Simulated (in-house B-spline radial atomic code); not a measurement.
**W³⁷⁺: binding energies from hole states**

Aim: the cost of two holes at once in W³⁷⁺, against the sum of the two single holes.

Method: Dirac-Hartree-Fock, average of configuration, Fermi nucleus, basis-set limit. Code: in-house B-spline radial atomic code version 1.

## (1) What is computed

* element: tungsten (Z = 74)
* charge: +37
* electrons: 37
* configuration: [Kr] 4d1
* Hamiltonian: Dirac-Coulomb
* nucleus: Fermi, rms radius 5.366 fm

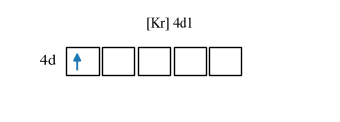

Outer shells as boxes.

The boxes draw the filling by Hund's rule, which heavy ions in jj coupling don't follow; these runs average over all states of the configuration.

Input settings:

```ini
Z = 74
electrons = 37.0
configuration = [Kr] 4d1
hamiltonian = dirac
method = hf
spin_polarised = False
nucleus = fermi
rms_radius = 5.3658
mass_number = 184
atomic_mass = 183.95093318
speed_of_light = 137.035999084
```

This reference run was done before. Its total energy is -15349.305833 hartree, and its levels are (the highest eight at most):

| orbital | occupation | energy (eV) | <r> (bohr) |
| --- | --- | --- | --- |
| 3p3/2 | 4 | -3879.06 | 0.2016 |
| 3d3/2 | 4 | -3476.28 | 0.1766 |
| 3d5/2 | 6 | -3410.29 | 0.1809 |
| 4s1/2 | 2 | -1984.46 | 0.4065 |
| 4p1/2 | 2 | -1871.35 | 0.4045 |
| 4p3/2 | 4 | -1778.28 | 0.4252 |
| 4d3/2 | 0.4 | -1619.53 | 0.4148 |
| 4d5/2 | 0.6 | -1600.05 | 0.4208 |

Single holes known from earlier runs (ΔSCF): 1s 71512.4 eV, 2s 13793.3 eV, 2p3/2 11876.7 eV, 3s 4423.70 eV, 3d5/2 3403.14 eV, 4s 1983.68 eV, 4d 1607.05 eV.

## (2) The 2s and 3s holes

Input settings:

```ini
Z = 74
electrons = 35.0
configuration = 1s2 2s1 2p6 3s1 3p6 3d10 4s2 4p6 4d1
hamiltonian = dirac
method = hf
spin_polarised = False
nucleus = fermi
rms_radius = 5.3658
mass_number = 184
atomic_mass = 183.95093318
speed_of_light = 137.035999084
```

## (3) The 3d5/2 and 4s holes

In configurations, a minus sign after the shell means j = l − 1/2 and a plus sign j = l + 1/2; the count of electrons follows.

Settings: those of step 2 with these lines changed.

```diff
@@ -2,3 +2,3 @@
 electrons = 35.0
-configuration = 1s2 2s1 2p6 3s1 3p6 3d10 4s2 4p6 4d1
+configuration = 1s2 2s2 2p6 3s2 3p6 3d-4 3d+5 4s1 4p6 4d1
 hamiltonian = dirac
```

## (4) The 2p3/2 and 4d holes

Settings: those of step 3 with these lines changed.

```diff
@@ -2,3 +2,3 @@
 electrons = 35.0
-configuration = 1s2 2s2 2p6 3s2 3p6 3d-4 3d+5 4s1 4p6 4d1
+configuration = 1s2 2s2 2p-2 2p+3 3s2 3p6 3d10 4s2 4p6
 hamiltonian = dirac
```

## (5) The 1s and 1s holes

Settings: those of step 4 with these lines changed.

```diff
@@ -2,3 +2,3 @@
 electrons = 35.0
-configuration = 1s2 2s2 2p-2 2p+3 3s2 3p6 3d10 4s2 4p6
+configuration = 2s2 2p6 3s2 3p6 3d10 4s2 4p6 4d1
 hamiltonian = dirac
```

Q: What does each hole state cost in eV, and how does that compare with the orbital energies or single holes?

As calculated:

| two holes | ΔSCF (eV) | less the two single holes (eV) |
| --- | --- | --- |
| 2s and 3s | 18342.7 | 125.73 |
| 3d5/2 and 4s | 5457.46 | 70.64 |
| 2p3/2 and 4d | 13560.5 | 76.70 |
| 1s and 1s | 144322.9 | 1298.08 |

What this shows: Two holes cost more than the sum of each, because the second electron leaves a more charged ion. The excess runs from 70.6 eV (3d5/2 and 4s) to 1298.1 eV (1s and 1s); it tends to be largest where both holes are compact. Two partly filled shells share a symmetry and can mix in the average, which may lower the energy, in these hole states: 2s and 3s; 3d5/2 and 4s; 3d5/2. Values are for the free ion, measured from the vacuum level.
